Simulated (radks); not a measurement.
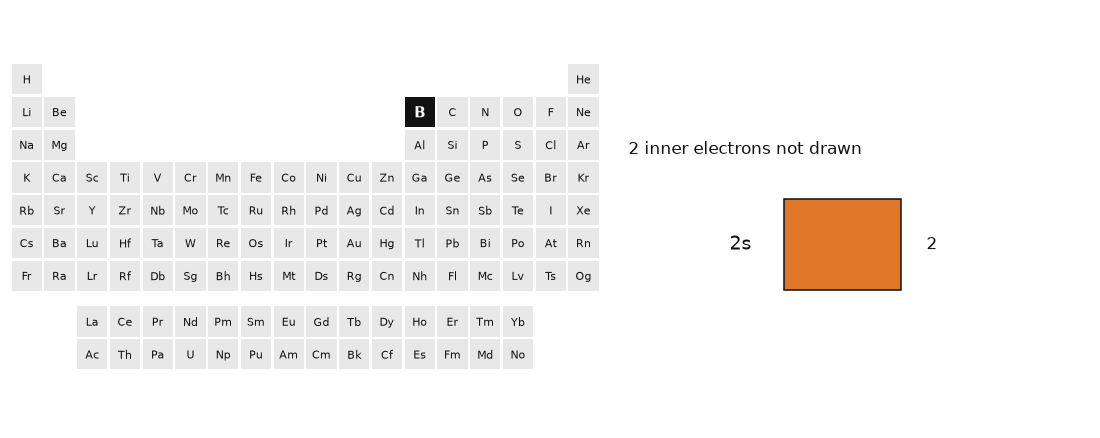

**Figure 1.** Left, the place of boron in the periodic table; right, the outer shells as the input fills them: a box for each of the 2l + 1 orbitals, shaded by the share of the shell that is filled, with the electron count at the right.

## Run report: B⁺, atomic calculation

B⁺ (Z = 5, 4 electrons) in the configuration [He] 2s2. Computed at this level: scalar-relativistic Kohn-Sham, PBE, spin-unpolarised, spherical densities, finite nucleus (the in-house radial solver radks).

## Key numbers

- outcome: converged
- total energy: −24.301138 hartree
- kinetic energy: 24.235910 hartree
- electron–nucleus energy: −54.613095 hartree
- Hartree energy: 9.619704 hartree
- exchange–correlation energy: −3.543657 hartree
- radius at density 0.001 e/bohr³: 3.33 bohr
- SCF iterations: 13
- hardware: 1 CPU thread, shared host

## Input file
```
Z 5
configuration [He] 2s2
relativity scalar-relativistic
functional pbe,pbe
spin unpolarised
nucleus finite rms 2.406 fm
c 137.035999084
```

Energies in input and log are in hartree, lengths in bohr (the nuclear radius in fm).

## Output
```
1s      1   2.0000          -7.11562884
2s      1   2.0000          -0.71701472
Etot -24.301138034883003
Ekin 24.235909800875753
Encl -54.613095329473474
Eh 9.619704075138223
Exc -3.543656581423507
err 1.9539980792213533e-10
it 13
```

## Orbitals

| orbital | occupation | energy (eV) | ⟨r⟩ (bohr) | outer maximum (bohr) |
| --- | --- | --- | --- | --- |
| 1s | 2 | −193.626 | 0.3291 | 0.210 |
| 2s | 2 | −19.511 | 1.779 | 1.45 |

## Slater integrals of the outer shells (hartree)

| integral | value |
| --- | --- |
| F0(2s,2s) | 0.5092 |
| F0(2s,1s) | 0.7151 |
| G0(2s,1s) | 0.0527 |
| F0(1s,1s) | 2.8704 |

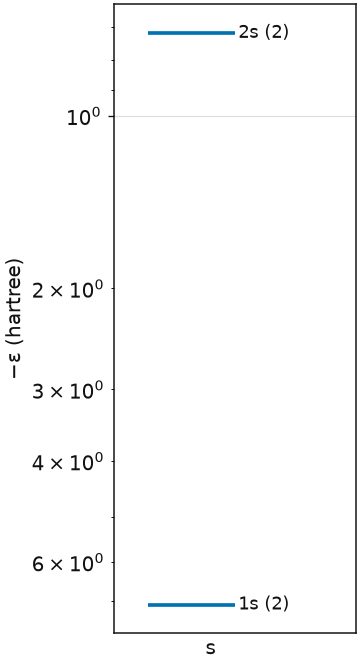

**Figure 2.** All occupied levels, on a logarithmic scale of binding energy, are drawn by angular momentum (occupations in brackets). The highest occupied level is 2s at −0.717 hartree. From the top down the occupied levels run 2s (−0.717 hartree), 1s (−7.12 hartree). The measured ionisation energy (NIST) is 25.2 eV; minus the highest level, 19.5 eV, lies 22 % below it, as is usual for a semilocal functional, whose potential decays too fast.

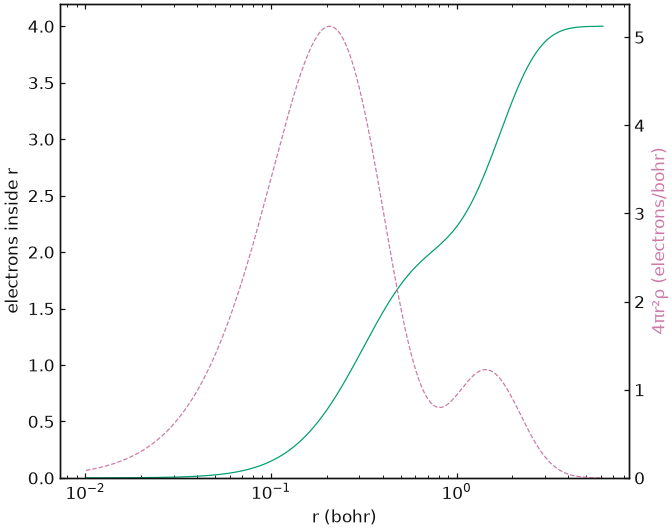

**Figure 3.** The number of electrons inside radius r (solid) and the radial density 4πr²ρ (dashed). The count levels off at 4 electrons. Half of them lie within 0.734 bohr, 90 % within 2.35 bohr and 99 % within 3.69 bohr. The radial density has a minimum at 0.813 bohr, where the count stands at 2.1; this parts the shells that the density resolves.

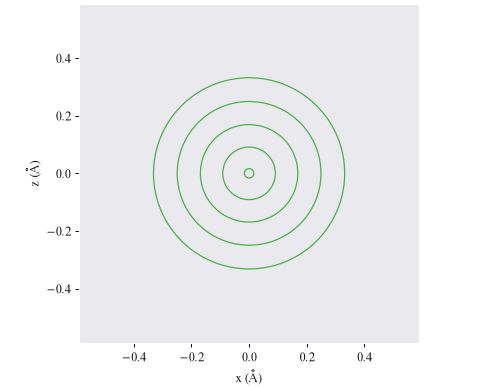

**Figure 4.** The 1s orbital. In the xz plane through the nucleus, contours of ψ are drawn, solid for positive and dashed for negative values, each about twice the one before. (1 bohr = 0.529 Å.) The radial function comes from the spherical calculation and is multiplied by a real spherical harmonic; the overall sign is chosen so that the largest lobe of P(r) is positive; at the scalar-relativistic level it is the large component. It has no angular node and no radial node. The maximum of P² lies at 0.210 bohr, ⟨r⟩ = 0.329 bohr, 90 % of the charge lies within 0.592 bohr, and the eigenvalue is −193.6 eV, with 2 electrons in the shell.
